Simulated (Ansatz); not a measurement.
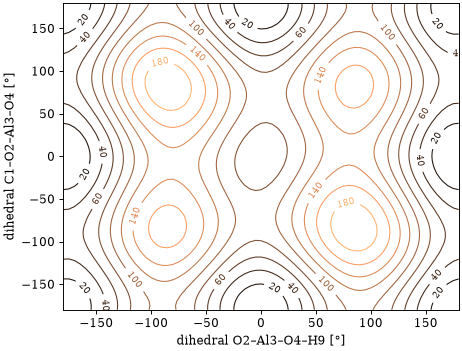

Energy landscape of CH4AlBrO2, SMILES C[O][Al]([OH])[Br]. The first coordinate is: dihedral O2–Al3–O4–H9; the second: dihedral C1–O2–Al3–O4. Nothing is relaxed (all other coordinates rigid). The scan uses an 18 × 18 grid. Energies are in meV, from the lowest grid point. All numbers below come from Ansatz, RHF/def2-SVP.

Drawn: contour lines labelled in meV. Between grid points the surface is interpolated. 

What does the map say about the system?

Answer. The lowest grid point is at dihedral O2–Al3–O4–H9 = −180°, dihedral C1–O2–Al3–O4 = 0°. There are further wells near dihedral O2–Al3–O4–H9 = −180°, dihedral C1–O2–Al3–O4 = −180° (1.4 meV above the lowest at that grid point); dihedral O2–Al3–O4–H9 = 0°, dihedral C1–O2–Al3–O4 = −180° (1.7 meV above the lowest at that grid point); dihedral O2–Al3–O4–H9 = 0°, dihedral C1–O2–Al3–O4 = 0° (67 meV above the lowest at that grid point). The highest grid point, dihedral O2–Al3–O4–H9 = −80°, dihedral C1–O2–Al3–O4 = 80°, lies 194 meV above the lowest. On the interpolated surface the easiest way out of the lowest well to the well at dihedral O2–Al3–O4–H9 = −180°, dihedral C1–O2–Al3–O4 = −180° passes a barrier of about 52 meV. Round the minimum the two coordinates are nearly uncoupled.

Grid values (meV):

| dihedral C1–O2–Al3–O4 ↓, dihedral O2–Al3–O4–H9 → | −180 | −140 | −100 | −60 | −20 | 20 | 60 | 100 | 140 |
| --- | --- | --- | --- | --- | --- | --- | --- | --- | --- |
| 160 | 7 | 54 | 114 | 90 | 23 | 21 | 85 | 105 | 47 |
| 120 | 40 | 96 | 165 | 144 | 73 | 67 | 128 | 143 | 79 |
| 80 | 50 | 107 | 186 | 175 | 107 | 97 | 151 | 162 | 94 |
| 40 | 21 | 74 | 154 | 153 | 96 | 86 | 135 | 140 | 68 |
| 0 | 0 | 49 | 124 | 125 | 77 | 77 | 125 | 124 | 49 |
| −40 | 21 | 68 | 140 | 134 | 86 | 95 | 153 | 154 | 73 |
| −80 | 50 | 94 | 162 | 151 | 96 | 107 | 175 | 186 | 107 |
| −120 | 40 | 80 | 143 | 128 | 67 | 73 | 144 | 165 | 96 |
| −160 | 8 | 47 | 105 | 85 | 22 | 23 | 91 | 114 | 54 |

The table holds every second grid line.

The input of one point:

```yaml
crystal:
  periodic: [false, false, false]
  atoms:
    - { symbol: C, position_ang: [0.250339, -1.539765, -0.838938] }
    - { symbol: O, position_ang: [0.019265, -0.538217, 0.08366] }
    - { symbol: Al, position_ang: [-0.141819, 1.053863, 0.501209] }
    - { symbol: O, position_ang: [0.026773, 2.247477, -0.657585] }
    - { symbol: Br, position_ang: [-0.592389, 1.625336, 2.642263] }
    - { symbol: H, position_ang: [0.442113, -1.136295, -1.8368] }
    - { symbol: H, position_ang: [1.114387, -2.137285, -0.541918] }
    - { symbol: H, position_ang: [-0.61284, -2.205309, -0.901417] }
    - { symbol: H, position_ang: [-0.029378, 3.184634, -0.608485] }
basis:
  gaussian: { orbitals: def2-SVP }
hamiltonian:
  xc: hf
output:
  forces: true
```

Time for the 324 points that were run: 16 min on 1 thread of Arm Neoverse V1, with other jobs on the host.
